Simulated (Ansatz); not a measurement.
**Geometry relaxation of Ti₁₁AuO₂₄ (charge −1) (part 4 of 4)**

Continued. System: Ti₁₁AuO₂₄ (defect cell, 36 atoms in the cell, total charge −1). Method: DFT, PBE, plane-wave PAW, default files, scalar-relativistic, no spin polarisation (Ansatz 0.2.0); cutoff 420 eV, 3×3×2 k-mesh, Fermi–Dirac smearing of 0.01 eV. The structure derives from an entry of the Crystallography Open Database. It belongs to a series of runs on one base structure; here: Au on a Ti site, charge -1, ions relaxed.

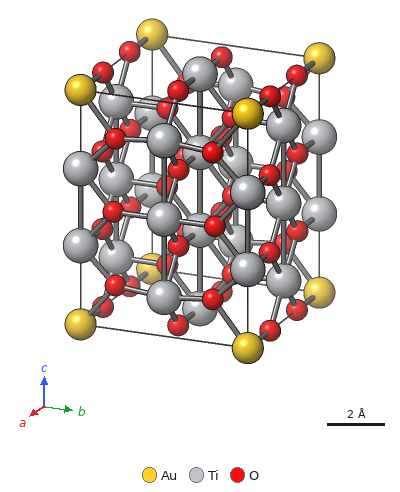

The geometry at step 6 of the log (ball-and-stick view of the cell of the calculation, seen at an oblique angle).

File populations.tsv, continued
```
21	O	1_2P	-	4.886109
22	O	0_2S	-	1.753410
22	O	1_2P	-	4.904505
23	O	0_2S	-	1.780738
23	O	1_2P	-	4.886109
24	O	0_2S	-	1.779632
24	O	1_2P	-	4.891325
25	O	0_2S	-	1.753617
25	O	1_2P	-	4.903572
26	O	0_2S	-	1.753617
26	O	1_2P	-	4.903572
27	O	0_2S	-	1.755030
27	O	1_2P	-	4.916427
28	O	0_2S	-	1.757021
28	O	1_2P	-	4.904843
29	O	0_2S	-	1.757021
29	O	1_2P	-	4.904843
30	O	0_2S	-	1.756402
30	O	1_2P	-	4.907358
31	O	0_2S	-	1.755125
31	O	1_2P	-	4.903051
32	O	0_2S	-	1.756402
32	O	1_2P	-	4.907358
33	O	0_2S	-	1.780738
33	O	1_2P	-	4.886109
34	O	0_2S	-	1.753410
34	O	1_2P	-	4.904505
35	O	0_2S	-	1.780738
35	O	1_2P	-	4.886109
```

Trajectory as extended XYZ (Å, eV, eV/Å), 6 of the 9 frames kept, from step=1 to step=9
```
36
Lattice="4.5922 4.5922 0.0000 -4.5922 4.5922 0.0000 0.0000 0.0000 8.8722" Properties=species:S:1:pos:R:3:forces:R:3 step=1 energy=-54291.01756
Au    0.0000    0.0000    0.0000    0.0000   0.0000   0.0000
Ti    0.0000    0.0000    2.9574    0.0000   0.0000   0.4549
Ti    0.0000    0.0000    5.9148    0.0000   0.0000  -0.4549
Ti    0.0000    4.5922    0.0000    0.0000   0.0000   0.0000
Ti    0.0000    4.5922    2.9574    0.0000   0.0000  -0.2244
Ti    0.0000    4.5922    5.9148    0.0000   0.0000   0.2244
Ti    2.2961    2.2961    1.4787    0.0000   0.0000  -1.0297
Ti    2.2961    2.2961    4.4361    0.0000   0.0000   0.0000
Ti    2.2961    2.2961    7.3935    0.0000   0.0000   1.0297
Ti   -2.2961    2.2961    1.4787    0.0000   0.0000  -0.5125
Ti   -2.2961    2.2961    4.4361    0.0000   0.0000   0.0000
Ti   -2.2961    2.2961    7.3935    0.0000   0.0000   0.5125
O     1.4004    1.4004    0.0000    2.0090   2.0090   0.0000
O     1.4004    1.4004    2.9574   -0.2007  -0.2007   0.2915
O     1.4004    1.4004    5.9148   -0.2007  -0.2007  -0.2915
O     1.4004    5.9926    0.0000   -0.1388  -0.1388   0.0000
O     1.4004    5.9926    2.9574   -0.1256  -0.1256   0.1078
O     1.4004    5.9926    5.9148   -0.1256  -0.1256  -0.1078
O     0.8957    3.6965    1.4787   -0.0646   0.0646   0.1110
O     0.8957    3.6965    4.4361    0.1127  -0.1127   0.0000
O     0.8957    3.6965    7.3935   -0.0646   0.0646  -0.1110
O    -3.6965    3.6965    1.4787    0.8859  -0.8859   1.6344
O    -3.6965    3.6965    4.4361    0.2900  -0.2900   0.0000
O    -3.6965    3.6965    7.3935    0.8859  -0.8859  -1.6344
O     3.1918    3.1918    0.0000   -2.0090  -2.0090   0.0000
O     3.1918    3.1918    2.9574    0.2007   0.2007   0.2915
O     3.1918    3.1918    5.9148    0.2007   0.2007  -0.2915
O    -1.4004    3.1918    0.0000    0.1388   0.1388   0.0000
O    -1.4004    3.1918    2.9574    0.1256   0.1256   0.1078
O    -1.4004    3.1918    5.9148    0.1256   0.1256  -0.1078
O    -0.8957    5.4879    1.4787    0.0646  -0.0646   0.1110
O    -0.8957    5.4879    4.4361   -0.1127   0.1127   0.0000
O    -0.8957    5.4879    7.3935    0.0646  -0.0646  -0.1110
O    -0.8957    0.8957    1.4787   -0.8859   0.8859   1.6344
O    -0.8957    0.8957    4.4361   -0.2900   0.2900   0.0000
O    -0.8957    0.8957    7.3935   -0.8859   0.8859  -1.6344
36
Lattice="4.5922 4.5922 0.0000 -4.5922 4.5922 0.0000 0.0000 0.0000 8.8722" Properties=species:S:1:pos:R:3:forces:R:3 step=3 energy=-54291.95559
Au    0.0000    0.0000    0.0000    0.0000   0.0000   0.0000
Ti    0.0000    0.0000    3.0018    0.0000   0.0000  -0.4902
Ti    0.0000    0.0000    5.8704    0.0000   0.0000   0.4902
Ti    0.0000    4.5922    0.0000    0.0000   0.0000   0.0000
Ti    0.0000    4.5922    2.9589    0.0000   0.0000   0.1168
Ti    0.0000    4.5922    5.9133    0.0000   0.0000  -0.1168
Ti    2.2961    2.2961    1.4825    0.0000   0.0000   0.2821
Ti    2.2961    2.2961    4.4361    0.0000   0.0000   0.0000
Ti    2.2961    2.2961    7.3897    0.0000   0.0000  -0.2821
Ti   -2.2961    2.2961    1.4807    0.0000   0.0000  -0.2122
Ti   -2.2961    2.2961    4.4361    0.0000   0.0000   0.0000
Ti   -2.2961    2.2961    7.3915    0.0000   0.0000   0.2122
O     1.4719    1.4719    0.0000   -0.3957  -0.3957   0.0000
O     1.3938    1.3938    2.9795    0.0259   0.0259  -0.0352
O     1.3938    1.3938    5.8927    0.0259   0.0259   0.0352
O     1.3952    5.9874    0.0000    0.0450   0.0450   0.0000
O     1.3894    5.9816    2.9737   -0.0712  -0.0712   0.1199
O     1.3894    5.9816    5.8985   -0.0712  -0.0712  -0.1199
O     0.8914    3.7008    1.4846    0.0674  -0.0674  -0.0602
O     0.8995    3.6927    4.4361    0.0146  -0.0146   0.0000
O     0.8914    3.7008    7.3876    0.0674  -0.0674   0.0602
O    -3.6550    3.6550    1.6118    0.1372  -0.1372   0.1911
O    -3.6758    3.6758    4.4361   -0.1544   0.1544   0.0000
O    -3.6550    3.6550    7.2604    0.1372  -0.1372  -0.1911
O     3.1203    3.1203    0.0000    0.3957   0.3957   0.0000
O     3.1984    3.1984    2.9795   -0.0259  -0.0259  -0.0352
O     3.1984    3.1984    5.8927   -0.0259  -0.0259   0.0352
O    -1.3952    3.1970    0.0000   -0.0450  -0.0450   0.0000
O    -1.3894    3.2028    2.9737    0.0712   0.0712   0.1199
O    -1.3894    3.2028    5.8985    0.0712   0.0712  -0.1199
O    -0.8914    5.4836    1.4846   -0.0674   0.0674  -0.0602
O    -0.8995    5.4917    4.4361   -0.0146   0.0146   0.0000
O    -0.8914    5.4836    7.3876   -0.0674   0.0674   0.0602
O    -0.9372    0.9372    1.6118   -0.1372   0.1372   0.1911
O    -0.9164    0.9164    4.4361    0.1544  -0.1544   0.0000
O    -0.9372    0.9372    7.2604   -0.1372   0.1372  -0.1911
36
Lattice="4.5922 4.5922 0.0000 -4.5922 4.5922 0.0000 0.0000 0.0000 8.8722" Properties=species:S:1:pos:R:3:forces:R:3 step=4 energy=-54292.03422
Au    0.0000    0.0000    0.0000    0.0000   0.0000   0.0000
Ti    0.0000    0.0000    2.9902    0.0000   0.0000  -0.2014
Ti    0.0000    0.0000    5.8820    0.0000   0.0000   0.2014
Ti    0.0000    4.5922    0.0000    0.0000   0.0000   0.0000
Ti    0.0000    4.5922    2.9612    0.0000   0.0000   0.1275
Ti    0.0000    4.5922    5.9110    0.0000   0.0000  -0.1275
Ti    2.2961    2.2961    1.4791    0.0000   0.0000   0.6970
Ti    2.2961    2.2961    4.4361    0.0000   0.0000   0.0000
Ti    2.2961    2.2961    7.3931    0.0000   0.0000  -0.6970
Ti   -2.2961    2.2961    1.4803    0.0000   0.0000  -0.0755
Ti   -2.2961    2.2961    4.4361    0.0000   0.0000   0.0000
Ti   -2.2961    2.2961    7.3919    0.0000   0.0000   0.0755
O     1.4473    1.4473    0.0000   -0.1690  -0.1690   0.0000
O     1.3957    1.3957    2.9750    0.1119   0.1119  -0.1393
O     1.3957    1.3957    5.8972    0.1119   0.1119   0.1393
O     1.3960    5.9882    0.0000    0.0344   0.0344   0.0000
O     1.3842    5.9764    2.9890   -0.0495  -0.0495  -0.0028
O     1.3842    5.9764    5.8832   -0.0495  -0.0495   0.0028
O     0.8954    3.6968    1.4778    0.0320  -0.0320  -0.0284
O     0.9018    3.6904    4.4361   -0.0230   0.0230   0.0000
O     0.8954    3.6968    7.3944    0.0320  -0.0320   0.0284
O    -3.6405    3.6405    1.6376    0.1374  -0.1374   0.1406
O    -3.6879    3.6879    4.4361    0.0328  -0.0328   0.0000
O    -3.6405    3.6405    7.2346    0.1374  -0.1374  -0.1406
O     3.1449    3.1449    0.0000    0.1690   0.1690   0.0000
O     3.1965    3.1965    2.9750   -0.1119  -0.1119  -0.1393
O     3.1965    3.1965    5.8972   -0.1119  -0.1119   0.1393
O    -1.3960    3.1962    0.0000   -0.0344  -0.0344   0.0000
O    -1.3842    3.2080    2.9890    0.0495   0.0495  -0.0028
O    -1.3842    3.2080    5.8832    0.0495   0.0495   0.0028
O    -0.8954    5.4876    1.4778   -0.0320   0.0320  -0.0284
O    -0.9018    5.4940    4.4361    0.0230  -0.0230   0.0000
O    -0.8954    5.4876    7.3944   -0.0320   0.0320   0.0284
O    -0.9517    0.9517    1.6376   -0.1374   0.1374   0.1406
O    -0.9043    0.9043    4.4361   -0.0328   0.0328   0.0000
O    -0.9517    0.9517    7.2346   -0.1374   0.1374  -0.1406
36
Lattice="4.5922 4.5922 0.0000 -4.5922 4.5922 0.0000 0.0000 0.0000 8.8722" Properties=species:S:1:pos:R:3:forces:R:3 step=6 energy=-54292.08818
Au    0.0000    0.0000    0.0000    0.0000   0.0000   0.0000
Ti    0.0000    0.0000    2.9807    0.0000   0.0000  -0.0054
Ti    0.0000    0.0000    5.8915    0.0000   0.0000   0.0054
Ti    0.0000    4.5922    0.0000    0.0000   0.0000   0.0000
Ti    0.0000    4.5922    2.9646    0.0000   0.0000   0.0015
Ti    0.0000    4.5922    5.9076    0.0000   0.0000  -0.0015
Ti    2.2961    2.2961    1.4974    0.0000   0.0000   0.2765
Ti    2.2961    2.2961    4.4361    0.0000   0.0000   0.0000
Ti    2.2961    2.2961    7.3748    0.0000   0.0000  -0.2765
Ti   -2.2961    2.2961    1.4744    0.0000   0.0000   0.1422
Ti   -2.2961    2.2961    4.4361    0.0000   0.0000   0.0000
Ti   -2.2961    2.2961    7.3978    0.0000   0.0000  -0.1422
O     1.4392    1.4392    0.0000   -0.1053  -0.1053   0.0000
O     1.4004    1.4004    2.9679    0.0376   0.0376  -0.0353
O     1.4004    1.4004    5.9043    0.0376   0.0376   0.0353
O     1.3982    5.9904    0.0000   -0.0088  -0.0088   0.0000
O     1.3799    5.9721    2.9933   -0.0016  -0.0016  -0.0135
O     1.3799    5.9721    5.8789   -0.0016  -0.0016   0.0135
O     0.8967    3.6955    1.4768   -0.0064   0.0064  -0.0428
O     0.9032    3.6890    4.4361    0.0291  -0.0291   0.0000
O     0.8967    3.6955    7.3954   -0.0064   0.0064   0.0428
O    -3.6305    3.6305    1.6574    0.0585  -0.0585   0.0687
O    -3.6900    3.6900    4.4361   -0.0038   0.0038   0.0000
O    -3.6305    3.6305    7.2149    0.0585  -0.0585  -0.0687
O     3.1530    3.1530    0.0000    0.1053   0.1053   0.0000
O     3.1918    3.1918    2.9679   -0.0376  -0.0376  -0.0353
O     3.1918    3.1918    5.9043   -0.0376  -0.0376   0.0353
O    -1.3982    3.1940    0.0000    0.0088   0.0088   0.0000
O    -1.3799    3.2123    2.9933    0.0016   0.0016  -0.0135
O    -1.3799    3.2123    5.8789    0.0016   0.0016   0.0135
O    -0.8967    5.4889    1.4768    0.0064  -0.0064  -0.0428
O    -0.9032    5.4954    4.4361   -0.0291   0.0291   0.0000
O    -0.8967    5.4889    7.3954    0.0064  -0.0064   0.0428
O    -0.9617    0.9617    1.6574   -0.0585   0.0585   0.0687
O    -0.9022    0.9022    4.4361    0.0038  -0.0038   0.0000
O    -0.9617    0.9617    7.2149   -0.0585   0.0585  -0.0687
36
Lattice="4.5922 4.5922 0.0000 -4.5922 4.5922 0.0000 0.0000 0.0000 8.8722" Properties=species:S:1:pos:R:3:forces:R:3 step=7 energy=-54292.07932 accepted=F
Au    0.0000    0.0000    0.0000    0.0000   0.0000   0.0000
Ti    0.0000    0.0000    2.9835    0.0000   0.0000  -0.0862
Ti    0.0000    0.0000    5.8887    0.0000   0.0000   0.0862
Ti    0.0000    4.5922    0.0000    0.0000   0.0000   0.0000
Ti    0.0000    4.5922    2.9640    0.0000   0.0000  -0.1251
Ti    0.0000    4.5922    5.9082    0.0000   0.0000   0.1251
Ti    2.2961    2.2961    1.5107    0.0000   0.0000  -0.3120
Ti    2.2961    2.2961    4.4361    0.0000   0.0000   0.0000
Ti    2.2961    2.2961    7.3615    0.0000   0.0000   0.3120
Ti   -2.2961    2.2961    1.4841    0.0000   0.0000  -0.2425
Ti   -2.2961    2.2961    4.4361    0.0000   0.0000   0.0000
Ti   -2.2961    2.2961    7.3881    0.0000   0.0000   0.2425
O     1.4296    1.4296    0.0000    0.1902   0.1902   0.0000
O     1.4026    1.4026    2.9656   -0.0154  -0.0154   0.0355
O     1.4026    1.4026    5.9066   -0.0154  -0.0154  -0.0355
O     1.4009    5.9931    0.0000    0.0165   0.0165   0.0000
O     1.3769    5.9691    2.9980    0.0191   0.0191   0.0189
O     1.3769    5.9691    5.8742    0.0191   0.0191  -0.0189
O     0.8962    3.6960    1.4667    0.0044  -0.0044   0.1698
O     0.9067    3.6855    4.4361   -0.0411   0.0411   0.0000
O     0.8962    3.6960    7.4055    0.0044  -0.0044  -0.1698
O    -3.6234    3.6234    1.6781   -0.1100   0.1100  -0.0988
O    -3.6907    3.6907    4.4361    0.0327  -0.0327   0.0000
O    -3.6234    3.6234    7.1941   -0.1100   0.1100   0.0988
O     3.1626    3.1626    0.0000   -0.1902  -0.1902   0.0000
O     3.1896    3.1896    2.9656    0.0154   0.0154   0.0355
O     3.1896    3.1896    5.9066    0.0154   0.0154  -0.0355
O    -1.4009    3.1913    0.0000   -0.0165  -0.0165   0.0000
O    -1.3769    3.2153    2.9980   -0.0191  -0.0191   0.0189
O    -1.3769    3.2153    5.8742   -0.0191  -0.0191  -0.0189
O    -0.8962    5.4884    1.4667   -0.0044   0.0044   0.1698
O    -0.9067    5.4989    4.4361    0.0411  -0.0411   0.0000
O    -0.8962    5.4884    7.4055   -0.0044   0.0044  -0.1698
O    -0.9688    0.9688    1.6781    0.1100  -0.1100  -0.0988
O    -0.9015    0.9015    4.4361   -0.0327   0.0327   0.0000
O    -0.9688    0.9688    7.1941    0.1100  -0.1100   0.0988
36
Lattice="4.5922 4.5922 0.0000 -4.5922 4.5922 0.0000 0.0000 0.0000 8.8722" Properties=species:S:1:pos:R:3:forces:R:3 step=9 energy=-54292.09345
Au    0.0000    0.0000    0.0000    0.0000   0.0000   0.0000
Ti    0.0000    0.0000    2.9805    0.0000   0.0000  -0.0029
Ti    0.0000    0.0000    5.8917    0.0000   0.0000   0.0029
Ti    0.0000    4.5922    0.0000    0.0000   0.0000   0.0000
Ti    0.0000    4.5922    2.9633    0.0000   0.0000  -0.0063
Ti    0.0000    4.5922    5.9089    0.0000   0.0000   0.0063
Ti    2.2961    2.2961    1.5046    0.0000   0.0000   0.0002
Ti    2.2961    2.2961    4.4361    0.0000   0.0000   0.0000
Ti    2.2961    2.2961    7.3676    0.0000   0.0000  -0.0002
Ti   -2.2961    2.2961    1.4787    0.0000   0.0000  -0.0072
Ti   -2.2961    2.2961    4.4361    0.0000   0.0000   0.0000
Ti   -2.2961    2.2961    7.3935    0.0000   0.0000   0.0072
O     1.4362    1.4362    0.0000    0.0070   0.0070   0.0000
O     1.4017    1.4017    2.9667    0.0012   0.0012  -0.0048
O     1.4017    1.4017    5.9055    0.0012   0.0012   0.0048
O     1.3986    5.9909    0.0000    0.0051   0.0051   0.0000
O     1.3792    5.9714    2.9947    0.0011   0.0011  -0.0007
O     1.3792    5.9714    5.8775    0.0011   0.0011   0.0007
O     0.8959    3.6963    1.4752    0.0062  -0.0062   0.0056
O     0.9049    3.6873    4.4361   -0.0008   0.0008   0.0000
O     0.8959    3.6963    7.3970    0.0062  -0.0062  -0.0056
O    -3.6280    3.6280    1.6648   -0.0034   0.0034   0.0051
O    -3.6903    3.6903    4.4361    0.0013  -0.0013   0.0000
O    -3.6280    3.6280    7.2074   -0.0034   0.0034  -0.0051
O     3.1560    3.1560    0.0000   -0.0070  -0.0070   0.0000
O     3.1905    3.1905    2.9667   -0.0012  -0.0012  -0.0048
O     3.1905    3.1905    5.9055   -0.0012  -0.0012   0.0048
O    -1.3986    3.1936    0.0000   -0.0051  -0.0051   0.0000
O    -1.3792    3.2130    2.9947   -0.0011  -0.0011  -0.0007
O    -1.3792    3.2130    5.8775   -0.0011  -0.0011   0.0007
O    -0.8959    5.4881    1.4752   -0.0062   0.0062   0.0056
O    -0.9049    5.4971    4.4361    0.0008  -0.0008   0.0000
O    -0.8959    5.4881    7.3970   -0.0062   0.0062  -0.0056
O    -0.9642    0.9642    1.6648    0.0034  -0.0034   0.0051
O    -0.9019    0.9019    4.4361   -0.0013   0.0013   0.0000
O    -0.9642    0.9642    7.2074    0.0034  -0.0034  -0.0051
```
